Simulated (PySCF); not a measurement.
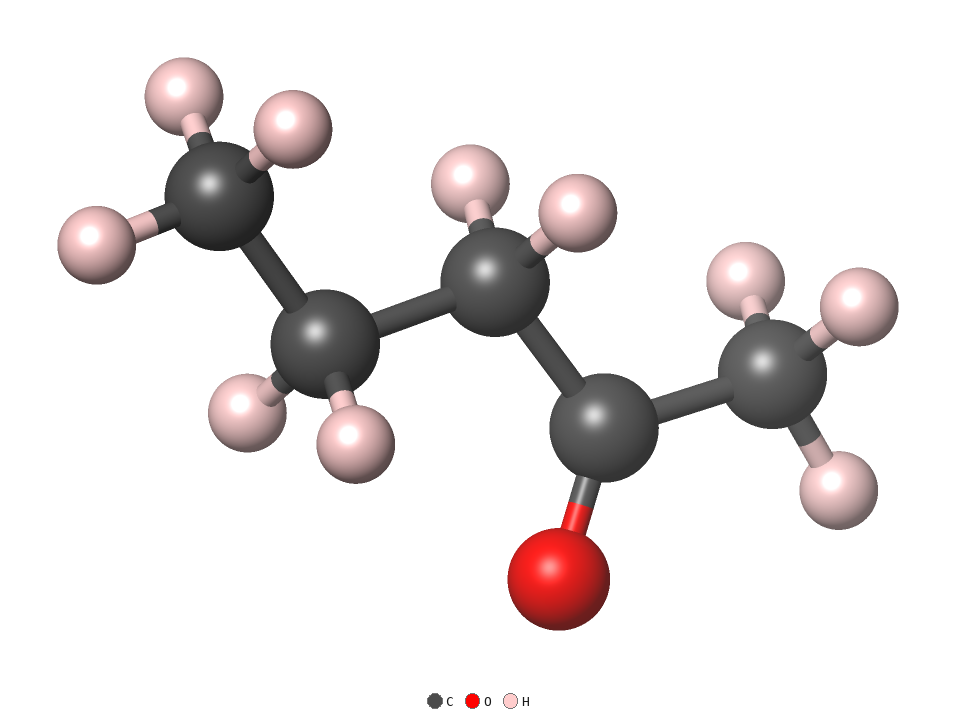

Every bond is drawn as one stick, whatever its order.

Computed geometry: PBE0-D3(BJ)/def2-SVP optimisation. No frequency run is at hand to confirm it as a minimum.

Give the formula.

Answer. C₅H₁₀O, 16 atoms: 5 carbon, 10 hydrogen and 1 oxygen.

Does it have rings?

Answer. It has no ring.

The parts below concern this one geometry. Atoms keep their numbers from picture to picture.

**Shape**

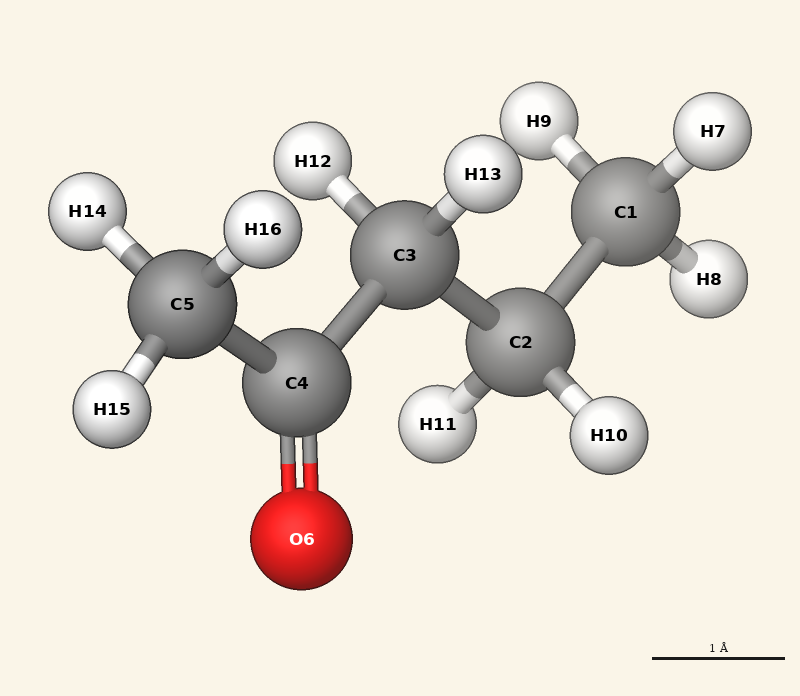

Atoms carry their numbers in the input. No frequency run is at hand to confirm it as a minimum.

List the bonds and their lengths.

```
  bond  length (Å)   order
 C1–C2       1.519  single
 C1–H7       1.102  single
 C1–H8       1.100  single
 C1–H9       1.102  single
 C2–C3       1.518  single
C2–H10       1.102  single
C2–H11       1.102  single
 C3–C4       1.514  single
C3–H12       1.106  single
C3–H13       1.106  single
 C4–C5       1.510  single
 C4–O6       1.208  double
C5–H14       1.102  single
C5–H15       1.097  single
C5–H16       1.101  single
```

**Polarisability**

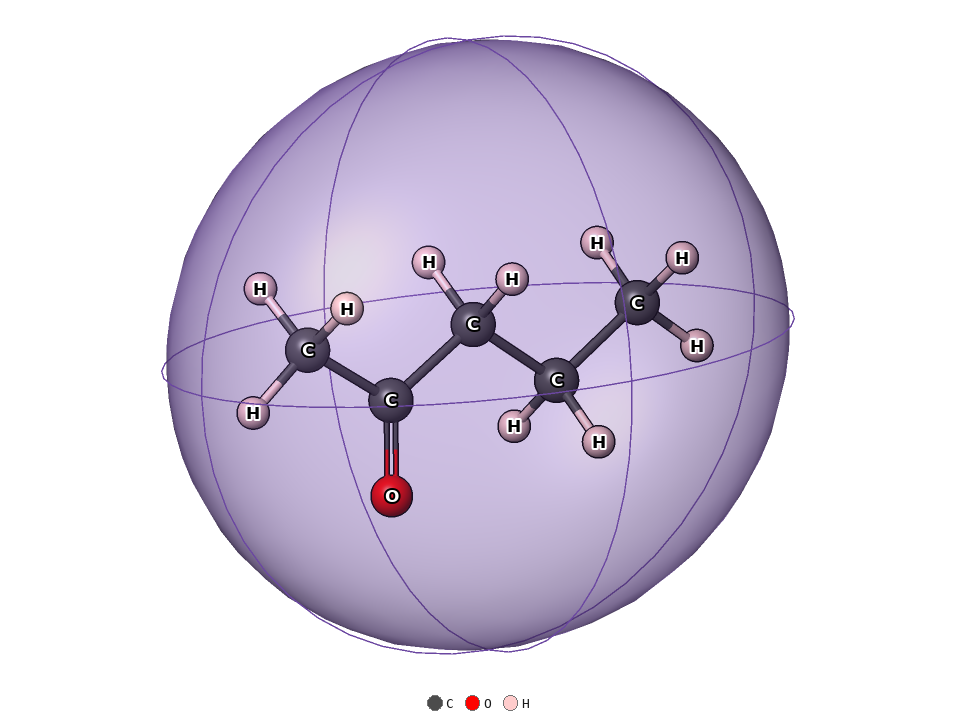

The ellipsoid shows the static dipole polarisability: its half-axes are proportional to the principal values. No frequency run is at hand to confirm it as a minimum. Computed with HF/def2-SVPD (PySCF 2.14.0).

Give the principal values, the mean and the anisotropy.

Answer. Principal values 51.4, 62.4, 69.3 bohr³; mean 61.0 bohr³ (9.04 Å³); anisotropy 15.6 bohr³, so the longest axis is 1.35 times the shortest.

**Excitation**

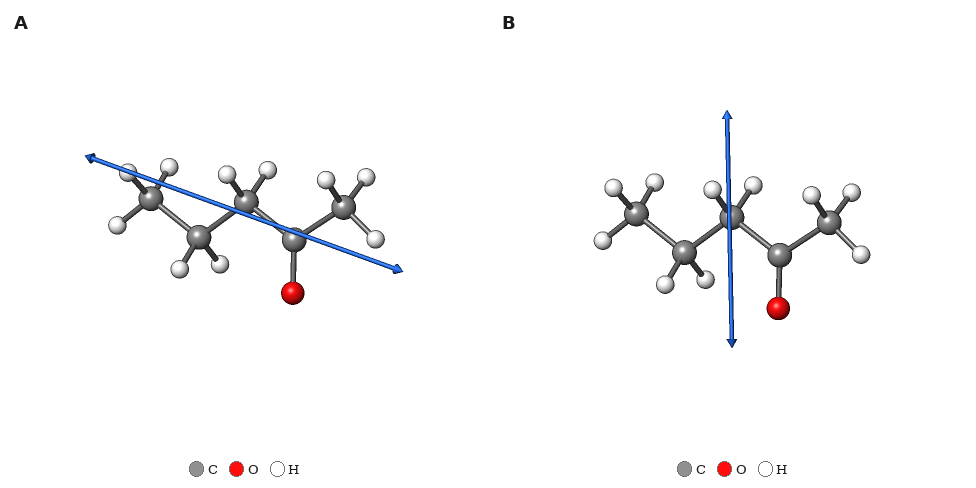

The double arrows show the directions of two transition dipoles from the ground state (lengths mean nothing). No frequency run is at hand to confirm it as a minimum. Method: TDDFT HF/def2-SVPD, vertical, gas phase, core orbitals frozen in the response (PySCF 2.14.0).

One belongs to singlet state 2 and one to singlet state 3. Which is which?

Answer. A: state 2, 8.90 eV (139 nm), oscillator strength 0.033, mainly HOMO → LUMO (weight 0.69).
B: state 3, 9.52 eV (130 nm), oscillator strength 0.25, mainly HOMO−3 → LUMO+3 (weight 0.51).

**Levels of theory compared**

No frequency run is at hand to confirm it as a minimum. Program: PySCF 2.14.0.

Compare HOMO energy (eV) at these levels: HF/def2-SVPD; PBE0/IGLO-III; PBE0/aug-cc-pVDZ; PBE0/cc-pVDZ; PBE0/cc-pVTZ; PBE0/pcSseg-0.

```tsv
level	HOMO energy (eV)
HF/def2-SVPD	−11.24
PBE0/IGLO-III	−7.19
PBE0/aug-cc-pVDZ	−7.16
PBE0/cc-pVDZ	−6.95
PBE0/cc-pVTZ	−7.13
PBE0/pcSseg-0	−7.20
```

**NMR shielding**

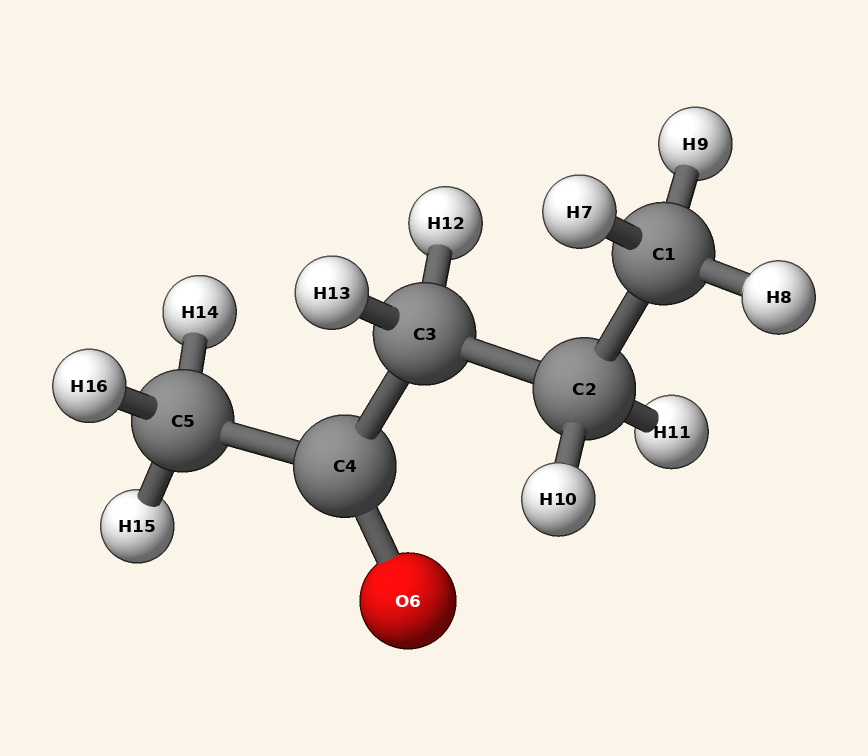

No frequency run is at hand to confirm it as a minimum. Properties computed with GIAO PBE0/IGLO-III NMR shielding, non-relativistic, gas phase (PySCF 2.14.0). Principal shieldings σ11 ≤ σ22 ≤ σ33, span Ω = σ33 − σ11, skew κ = 3(σiso − σ22)/Ω.

Which C atom has the most anisotropic shielding?

Answer. C4, with a span of 215 ppm.

Give the shielding tensors of the C atoms.

```
atom     σ11    σ22    σ33   σiso      Ω     κ
  C1   159.3  161.7  185.4  168.8   26.1  0.82
  C2   158.9  162.6  170.1  163.9   11.2  0.34
  C3   108.7  119.0  177.7  135.1   69.0  0.70
  C4  −117.1  −76.2   97.4  −32.0  214.5  0.62
  C5   132.9  134.2  192.0  153.0   59.0  0.96
```

Shieldings and span in ppm.
